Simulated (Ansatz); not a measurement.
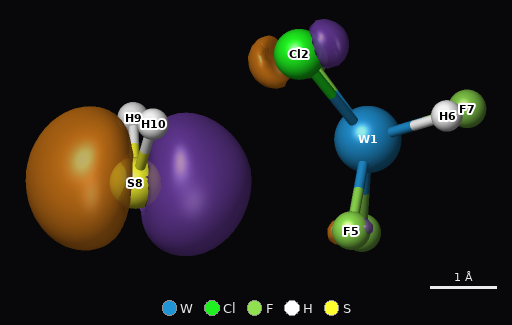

Figure 1: ClF₄HW···H₂S. One frontier orbital at ±0.15 Å⁻³ᐟ² (orange and purple are the two phases), seen from one side.

Core potentials replace the inner electrons of W; not at a stationary point (largest force 0.8 eV/Å).

The calculation used RKS B3LYP-D4/def2-SVP (Ansatz).

```yaml
atoms:
  - { symbol: W, position_ang: [0.0321, -0.0484, -0.1453] }
  - { symbol: Cl, position_ang: [0.3957, -1.0153, 1.9961] }
  - { symbol: F, position_ang: [1.8877, -0.2046, -0.2020] }
  - { symbol: F, position_ang: [-0.0647, 1.4836, -1.2108] }
  - { symbol: F, position_ang: [-1.3612, 0.8220, 0.7171] }
  - { symbol: H, position_ang: [-1.0679, -1.3149, -0.0143] }
  - { symbol: F, position_ang: [0.0480, -0.9375, -1.7821] }
  - { symbol: S, position_ang: [1.6115, 2.3978, 1.9842] }
  - { symbol: H, position_ang: [2.7612, 1.9093, 1.4581] }
  - { symbol: H, position_ang: [1.4089, 1.2424, 2.7159] }
```

### Which orbital is it: HOMO or LUMO?

The HOMO, at −7.78 eV. Its weight (Hirshfeld) is mainly on S8 (about 85 %); largely a lone pair of S8.
